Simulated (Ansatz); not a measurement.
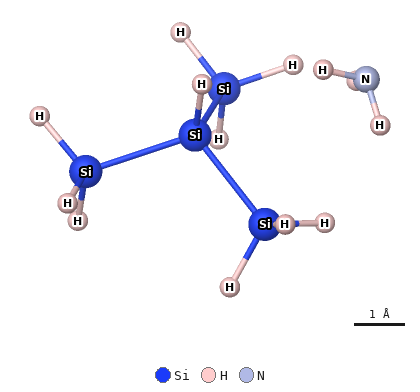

The starting structure (ball-and-stick view, seen at a tilt).

**Si4NH13: nudged elastic band (part 1 of 2)**

System: Si4NH13.
Method: RKS B3LYP-D4/6-31G* (Ansatz 0.2.0).

It belongs to a series of runs on one base structure; here: band between the two ends.

Input
```yaml
crystal:
  periodic: [false, false, false]
  atoms:
    - { symbol: Si, position_ang: [-0.059964, 0.24599, -0.076153] }
    - { symbol: H, position_ang: [-0.104745, 0.199206, 1.415976] }
    - { symbol: Si, position_ang: [2.181804, 0.345915, -0.766674] }
    - { symbol: H, position_ang: [2.930557, -0.852165, -0.293281] }
    - { symbol: H, position_ang: [2.240757, 0.369662, -2.254443] }
    - { symbol: H, position_ang: [2.861466, 1.563606, -0.245294] }
    - { symbol: Si, position_ang: [-1.225291, 2.14807, -0.809414] }
    - { symbol: H, position_ang: [-2.660432, 2.072266, -0.420306] }
    - { symbol: H, position_ang: [-0.642339, 3.39263, -0.236443] }
    - { symbol: H, position_ang: [-1.146197, 2.229606, -2.293838] }
    - { symbol: Si, position_ang: [-1.075584, -1.685513, -0.960015] }
    - { symbol: H, position_ang: [-1.942667, -2.349726, 0.051024] }
    - { symbol: H, position_ang: [-1.923039, -1.316362, -2.128915] }
    - { symbol: H, position_ang: [-0.059673, -2.666079, -1.430928] }
    - { symbol: "N", position_ang: [1.08916, -2.917521, 1.7036] }
    - { symbol: H, position_ang: [0.395608, -3.496494, 1.234289] }
    - { symbol: H, position_ang: [1.70713, -2.547692, 0.984218] }
    - { symbol: H, position_ang: [0.593047, -2.126102, 2.107998] }
basis:
  gaussian: { orbitals: "6-31G*" }
hamiltonian:
  xc: b3lyp
  dispersion: d4
neb:
  order_check: false
  images: 7
  f_tol: 0.05
  max_iterations: 60
  final_atoms:
    - { symbol: Si, position_ang: [0.297134, -0.64777719, -0.42844] }
    - { symbol: H, position_ang: [-0.46877012, 0.49057435, 3.77435555] }
    - { symbol: Si, position_ang: [2.35569512, -0.08612547, -1.41271851] }
    - { symbol: H, position_ang: [3.06974888, -1.29329592, -1.9127499] }
    - { symbol: H, position_ang: [2.1407808, 0.84478356, -2.55588438] }
    - { symbol: H, position_ang: [3.23710145, 0.59604736, -0.42091522] }
    - { symbol: Si, position_ang: [-0.97035002, 1.32941916, -0.17749204] }
    - { symbol: H, position_ang: [-2.28290491, 1.05286184, 0.47546286] }
    - { symbol: H, position_ang: [-0.25199214, 2.3365349, 0.65603269] }
    - { symbol: H, position_ang: [-1.23980402, 1.94370938, -1.50955036] }
    - { symbol: Si, position_ang: [-0.87765337, -2.10990451, -1.84379366] }
    - { symbol: H, position_ang: [-2.06659177, -2.67628366, -1.14212946] }
    - { symbol: H, position_ang: [-1.35917876, -1.3801051, -3.0503539] }
    - { symbol: H, position_ang: [-0.0189643, -3.24322512, -2.28686507] }
    - { symbol: "N", position_ang: [0.66640321, -1.54253898, 1.03780865] }
    - { symbol: H, position_ang: [-0.09300086, -1.99521177, 1.53528973] }
    - { symbol: H, position_ang: [1.32387925, -1.14412506, 1.6994466] }
    - { symbol: H, position_ang: [-0.30193445, 0.13395924, 3.14389741] }
  initial_path:
    images:
      - { positions_ang: [[-0.059964, 0.24599, -0.076153], [-0.104745, 0.199206, 1.415976], [2.181804, 0.345915, -0.766674], [2.930557, -0.852165, -0.293281], [2.240757, 0.369662, -2.254443], [2.861466, 1.563606, -0.245294], [-1.225291, 2.14807, -0.809414], [-2.660432, 2.072266, -0.420306], [-0.642339, 3.39263, -0.236443], [-1.146197, 2.229606, -2.293838], [-1.075584, -1.685513, -0.960015], [-1.942667, -2.349726, 0.051024], [-1.923039, -1.316362, -2.128915], [-0.059673, -2.666079, -1.430928], [1.08916, -2.917521, 1.7036], [0.395608, -3.496494, 1.234289], [1.70713, -2.547692, 0.984218], [0.593047, -2.126102, 2.107998]] }
      - { positions_ang: [[-0.04567868, 0.18434013, -0.0573693], [-0.07802217, 0.15091924, 1.51422267], [2.1584939, 0.26306353, -0.76153632], [2.83719908, -0.97871256, -0.4476991], [2.21629727, 0.45329562, -2.198764], [2.88181346, 1.34961513, -0.13052352], [-1.18543516, 2.06084682, -0.79307012], [-2.60743616, 1.91737624, -0.58032193], [-0.74368953, 3.25328295, -0.10620587], [-0.96017548, 2.2461703, -2.20682932], [-1.06542624, -1.72005138, -0.90270521], [-1.87785474, -2.38685102, 0.13576836], [-1.95245944, -1.34998605, -2.02698591], [-0.06001534, -2.68041733, -1.40868126], [1.01778816, -2.64865156, 1.44571477], [0.36545152, -3.30869799, 1.05162589], [1.71421301, -2.3756802, 1.0324063], [0.54453454, -1.82056484, 2.02235486]] }
      - { positions_ang: [[-0.03139335, 0.12269025, -0.0385856], [-0.05129935, 0.10263247, 1.61246935], [2.13518379, 0.18021206, -0.75639863], [2.74384116, -1.10526013, -0.60211721], [2.19183755, 0.53692924, -2.14308501], [2.90216091, 1.13562425, -0.01575304], [-1.14557931, 1.97362364, -0.77672624], [-2.55444031, 1.76248648, -0.74033786], [-0.84504006, 3.11393589, 0.02403127], [-0.77415397, 2.26273459, -2.11982064], [-1.05526849, -1.75458977, -0.84539542], [-1.81304248, -2.42397605, 0.22051273], [-1.98187989, -1.38361009, -1.92505683], [-0.06035768, -2.69475567, -1.38643452], [0.94641633, -2.37978211, 1.18782954], [0.33529504, -3.12090198, 0.86896278], [1.72129603, -2.2036684, 1.0805946], [0.49602208, -1.51502769, 1.93671172]] }
      - { positions_ang: [[-0.01710803, 0.06104038, -0.0198019], [-0.02457652, 0.05434571, 1.71071602], [2.11187369, 0.09736059, -0.75126095], [2.65048324, -1.23180769, -0.75653531], [2.16737782, 0.62056286, -2.08740601], [2.92250837, 0.92163338, 0.09901744], [-1.10572347, 1.88640047, -0.76038235], [-2.50144447, 1.60759672, -0.90035379], [-0.9463906, 2.97458884, 0.1542684], [-0.58813245, 2.27929889, -2.03281195], [-1.04511073, -1.78912815, -0.78808563], [-1.74823021, -2.46110107, 0.30525709], [-2.01130033, -1.41723414, -1.82312774], [-0.06070002, -2.709094, -1.36418778], [0.87504449, -2.11091267, 0.92994431], [0.30513856, -2.93310597, 0.68629967], [1.72837904, -2.03165661, 1.12878291], [0.44750962, -1.20949053, 1.85106859]] }
      - { positions_ang: [[-0.0028227, -0.0006095, -0.0010182], [0.0021463, 0.00605894, 1.8089627], [2.08856359, 0.01450913, -0.74612326], [2.55712531, -1.35835526, -0.91095341], [2.1429181, 0.70419648, -2.03172701], [2.94285582, 0.70764251, 0.21378792], [-1.06586763, 1.79917729, -0.74403847], [-2.44844862, 1.45270696, -1.06036972], [-1.04774113, 2.83524179, 0.28450553], [-0.40211094, 2.29586318, -1.94580327], [-1.03495298, -1.82366654, -0.73077584], [-1.68341795, -2.49822609, 0.39000145], [-2.04072077, -1.45085819, -1.72119866], [-0.06104236, -2.72343233, -1.34194104], [0.80367265, -1.84204322, 0.67205908], [0.27498208, -2.74530996, 0.50363655], [1.73546205, -1.85964481, 1.17697121], [0.39899717, -0.90395337, 1.76542545]] }
      - { positions_ang: [[0.07216647, -0.16240142, -0.10787365], [-0.1155828, 0.12718779, 2.30031091], [2.15534647, -0.01064952, -0.91277207], [2.6852812, -1.34209042, -1.16140253], [2.14238377, 0.73934325, -2.16276635], [3.01641723, 0.67974372, 0.05511213], [-1.04198822, 1.68173776, -0.60240186], [-2.4070627, 1.35274568, -0.67641158], [-0.84880388, 2.71056507, 0.37738732], [-0.61153421, 2.20782473, -1.83674004], [-0.99562808, -1.89522603, -1.00903029], [-1.77921141, -2.54274048, 0.00696873], [-1.87033527, -1.43316992, -2.05348747], [-0.05052284, -2.85338053, -1.57817205], [0.76935529, -1.76716716, 0.76349647], [0.18298635, -2.55778541, 0.76154985], [1.63256635, -1.68076487, 1.30759005], [0.22376426, -0.64447522, 2.11004344]] }
      - { positions_ang: [[0.14715565, -0.32419334, -0.2147291], [-0.23331191, 0.24831664, 2.79165912], [2.22212936, -0.03580817, -1.07942089], [2.8134371, -1.32582559, -1.41185165], [2.14184945, 0.77449002, -2.2938057], [3.08997864, 0.65184493, -0.10356365], [-1.01810882, 1.56429822, -0.46076526], [-2.36567677, 1.2527844, -0.29245343], [-0.64986664, 2.58588834, 0.47026911], [-0.82095748, 2.11978628, -1.72767682], [-0.95630317, -1.96678553, -1.28728475], [-1.87500486, -2.58725487, -0.376064], [-1.69994977, -1.41548164, -2.38577628], [-0.04000333, -2.98332872, -1.81440305], [0.73503793, -1.6922911, 0.85493387], [0.09099061, -2.37026087, 1.01946314], [1.52967065, -1.50188493, 1.4382089], [0.04853136, -0.38499707, 2.45466143]] }
      - { positions_ang: [[0.22214482, -0.48598527, -0.32158455], [-0.35104101, 0.3694455, 3.28300734], [2.28891224, -0.06096682, -1.2460697], [2.94159299, -1.30956075, -1.66230078], [2.14131512, 0.80963679, -2.42484504], [3.16354005, 0.62394615, -0.26223944], [-0.99422942, 1.44685869, -0.31912865], [-2.32429084, 1.15282312, 0.09150471], [-0.45092939, 2.46121162, 0.5631509], [-1.03038075, 2.03174783, -1.61861359], [-0.91697827, -2.03834502, -1.56553921], [-1.97079832, -2.63176927, -0.75909673], [-1.52956426, -1.39779337, -2.71806509], [-0.02948381, -3.11327692, -2.05063406], [0.70072057, -1.61741504, 0.94637126], [-0.00100512, -2.18273632, 1.27737644], [1.42677495, -1.32300499, 1.56882775], [-0.12670155, -0.12551892, 2.79927942]] }
      - { positions_ang: [[0.297134, -0.64777719, -0.42844], [-0.46877012, 0.49057435, 3.77435555], [2.35569512, -0.08612547, -1.41271851], [3.06974888, -1.29329592, -1.9127499], [2.1407808, 0.84478356, -2.55588438], [3.23710145, 0.59604736, -0.42091522], [-0.97035002, 1.32941916, -0.17749204], [-2.28290491, 1.05286184, 0.47546286], [-0.25199214, 2.3365349, 0.65603269], [-1.23980402, 1.94370938, -1.50955036], [-0.87765337, -2.10990451, -1.84379366], [-2.06659177, -2.67628366, -1.14212946], [-1.35917876, -1.3801051, -3.0503539], [-0.0189643, -3.24322512, -2.28686507], [0.66640321, -1.54253898, 1.03780865], [-0.09300086, -1.99521177, 1.53528973], [1.32387925, -1.14412506, 1.6994466], [-0.30193445, 0.13395924, 3.14389741]] }
```

Run on 4 threads of Arm Neoverse V2, 24 GiB of memory available, shared host.

Launched with:
```bash
ansatz run input.yaml --threads 4 --pin off --max-ram 5120MiB --backend cpu --events-out ev --progress --plain --runs-dir out
```

Log
```
Engine: ansatz 0.2.0, aarch64-unknown-linux-gnu
Functional definition: B3LYP
  parameter a0 = 0.2
  parameter ax = 0.72
  parameter ac = 0.81
  exchange = (1 - a0 - ax)*slater_x + ax*b88_x + a0*exact_x
  correlation = (1 - ac)*vwn_rpa_c + ac*lyp_c
1293 factors; integrals over basis functions are off by at most 8.0e-4 eV
mean field evaluation 1: about -33207.0410 eV, gradient 5.1e1 eV
mean field evaluation 2: about -33199.5382 eV, gradient 7.4e1 eV
mean field evaluation 4: about -33212.3857 eV, gradient 2.2e0 eV
mean field evaluation 8: about -33212.4212 eV, gradient 1.2e-1 eV
mean field evaluation 16: about -33212.4213 eV, gradient 5.8e-5 eV
mean field -33212.42125661 eV, -1220.5339689927 hartree, gradient 5.8e-5 eV, S^2 0.000000; 0 other end points of the search recorded, 0 dependent functions left out
the calculation of the forces begins
reference -33212.42160253 eV, -1220.5339817050 hartree; 38, 38 occupied and 79, 79 virtual orbitals, 1293 factors
1293 factors; integrals over basis functions are off by at most 8.2e-4 eV
mean field evaluation 32: about -33212.3753 eV, gradient 6.9e-5 eV
mean field -33212.37531599 eV, -1220.5322807060 hartree, gradient 6.9e-5 eV, S^2 0.000000; 0 other end points of the search recorded, 0 dependent functions left out
[... from here on the field's lines of each further geometry are left out, up to the last ...]
NEB iter   1: max|band force component| = 2.127e1 eV/Å  barrier→ = 5.3032 eV  barrier← = 5.3000 eV  Δτ_max = 0.2000 Å  (232 SCF iters)
NEB iter   2: max|band force component| = 4.197e0 eV/Å  barrier→ = 3.7359 eV  barrier← = 3.7327 eV  Δτ_max = 0.2000 Å  (193 SCF iters)
NEB iter   3: max|band force component| = 7.235e0 eV/Å  barrier→ = 2.8950 eV  barrier← = 2.8918 eV  Δτ_max = 0.1003 Å  (190 SCF iters)
NEB iter   4: max|band force component| = 2.021e0 eV/Å  barrier→ = 2.6019 eV  barrier← = 2.5987 eV  Δτ_max = 0.2000 Å  (189 SCF iters)
NEB iter   5: max|band force component| = 1.036e0 eV/Å  barrier→ = 2.2777 eV  barrier← = 2.2745 eV  Δτ_max = 0.1997 Å  (187 SCF iters)
NEB iter   6: max|band force component| = 5.881e-1 eV/Å  barrier→ = 2.2834 eV  barrier← = 2.2802 eV  Δτ_max = 0.1476 Å  (186 SCF iters)
NEB iter   7: max|band force component| = 8.718e-1 eV/Å  barrier→ = 2.2077 eV  barrier← = 2.2045 eV  CI = image 4  Δτ_max = 0.2000 Å  (187 SCF iters)
NEB iter   8: max|band force component| = 5.040e-1 eV/Å  barrier→ = 2.4938 eV  barrier← = 2.4906 eV  CI = image 4  Δτ_max = 0.1005 Å  (187 SCF iters)
NEB iter   9: max|band force component| = 2.886e-1 eV/Å  barrier→ = 2.4251 eV  barrier← = 2.4219 eV  CI = image 4  Δτ_max = 0.1984 Å  (180 SCF iters)
NEB iter  10: max|band force component| = 4.674e-1 eV/Å  barrier→ = 2.3362 eV  barrier← = 2.3330 eV  CI = image 4  Δτ_max = 0.1002 Å  (187 SCF iters)
NEB iter  11: max|band force component| = 4.297e-1 eV/Å  barrier→ = 2.3076 eV  barrier← = 2.3044 eV  CI = image 4  Δτ_max = 0.1000 Å  (187 SCF iters)
NEB iter  12: max|band force component| = 3.260e-1 eV/Å  barrier→ = 2.2741 eV  barrier← = 2.2709 eV  CI = image 4  Δτ_max = 0.1000 Å  (185 SCF iters)
NEB iter  13: max|band force component| = 2.359e-1 eV/Å  barrier→ = 2.2454 eV  barrier← = 2.2422 eV  CI = image 4  Δτ_max = 0.1000 Å  (173 SCF iters)
NEB iter  14: max|band force component| = 2.411e-1 eV/Å  barrier→ = 2.2145 eV  barrier← = 2.2113 eV  CI = image 4  Δτ_max = 0.0501 Å  (182 SCF iters)
NEB iter  15: max|band force component| = 2.041e-1 eV/Å  barrier→ = 2.1993 eV  barrier← = 2.1961 eV  CI = image 4  Δτ_max = 0.0500 Å  (182 SCF iters)
NEB iter  16: max|band force component| = 1.099e0 eV/Å  barrier→ = 2.1844 eV  barrier← = 2.1812 eV  CI = image 4  Δτ_max = 0.0250 Å  (180 SCF iters)
NEB iter  17: max|band force component| = 4.820e-1 eV/Å  barrier→ = 2.1769 eV  barrier← = 2.1738 eV  CI = image 4  Δτ_max = 0.0501 Å  (175 SCF iters)
NEB iter  18: max|band force component| = 2.487e-1 eV/Å  barrier→ = 2.1617 eV  barrier← = 2.1585 eV  CI = image 4  Δτ_max = 0.0999 Å  (179 SCF iters)
NEB iter  19: max|band force component| = 2.710e-1 eV/Å  barrier→ = 2.1307 eV  barrier← = 2.1275 eV  CI = image 4  Δτ_max = 0.2000 Å  (177 SCF iters)
NEB iter  20: max|band force component| = 3.106e-1 eV/Å  barrier→ = 2.0746 eV  barrier← = 2.0714 eV  CI = image 4  Δτ_max = 0.1023 Å  (184 SCF iters)
NEB iter  21: max|band force component| = 3.047e-1 eV/Å  barrier→ = 2.0489 eV  barrier← = 2.0457 eV  CI = image 4  Δτ_max = 0.1007 Å  (181 SCF iters)
NEB iter  22: max|band force component| = 3.431e-1 eV/Å  barrier→ = 2.0241 eV  barrier← = 2.0209 eV  CI = image 4  Δτ_max = 0.0502 Å  (181 SCF iters)
NEB iter  23: max|band force component| = 2.852e-1 eV/Å  barrier→ = 2.0125 eV  barrier← = 2.0094 eV  CI = image 4  Δτ_max = 0.0500 Å  (177 SCF iters)
NEB iter  24: max|band force component| = 2.340e-1 eV/Å  barrier→ = 2.0006 eV  barrier← = 1.9974 eV  CI = image 4  Δτ_max = 0.0503 Å  (184 SCF iters)
NEB iter  25: max|band force component| = 2.254e-1 eV/Å  barrier→ = 1.9905 eV  barrier← = 1.9874 eV  CI = image 4  Δτ_max = 0.0500 Å  (180 SCF iters)
NEB iter  26: max|band force component| = 1.817e-1 eV/Å  barrier→ = 1.9803 eV  barrier← = 1.9771 eV  CI = image 4  Δτ_max = 0.1000 Å  (179 SCF iters)
NEB iter  27: max|band force component| = 1.179e-1 eV/Å  barrier→ = 1.9656 eV  barrier← = 1.9625 eV  CI = image 4  Δτ_max = 0.1004 Å  (179 SCF iters)
NEB iter  28: max|band force component| = 1.686e-1 eV/Å  barrier→ = 1.9563 eV  barrier← = 1.9531 eV  CI = image 4  Δτ_max = 0.0501 Å  (179 SCF iters)
NEB iter  29: max|band force component| = 1.630e-1 eV/Å  barrier→ = 1.9533 eV  barrier← = 1.9501 eV  CI = image 4  Δτ_max = 0.0501 Å  (179 SCF iters)
NEB iter  30: max|band force component| = 1.223e-1 eV/Å  barrier→ = 1.9507 eV  barrier← = 1.9475 eV  CI = image 4  Δτ_max = 0.0500 Å  (178 SCF iters)
NEB iter  31: max|band force component| = 8.159e-2 eV/Å  barrier→ = 1.9487 eV  barrier← = 1.9455 eV  CI = image 4  Δτ_max = 0.0500 Å  (169 SCF iters)
NEB iter  32: max|band force component| = 6.407e-2 eV/Å  barrier→ = 1.9468 eV  barrier← = 1.9436 eV  CI = image 4  Δτ_max = 0.0500 Å  (168 SCF iters)
the calculation of the forces begins
reference -33212.37197915 eV, -1220.5321580796 hartree; 38, 38 occupied and 79, 79 virtual orbitals, 1293 factors
1293 factors; integrals over basis functions are off by at most 7.5e-4 eV
mean field evaluation 1792: about -33210.3414 eV, gradient 7.2e-5 eV
mean field -33210.34140307 eV, -1220.4575357850 hartree, gradient 2.0e-5 eV, S^2 0.000000; 1 other end points of the search recorded, 0 dependent functions left out
the calculation of the forces begins
reference -33210.34174232 eV, -1220.4575482522 hartree; 38, 38 occupied and 79, 79 virtual orbitals, 1293 factors
NEB iter  33: max|band force component| = 4.538e-2 eV/Å  barrier→ = 1.9445 eV  barrier← = 1.9413 eV  CI = image 4  Δτ_max = 0.0000 Å  (354 SCF iters)
```
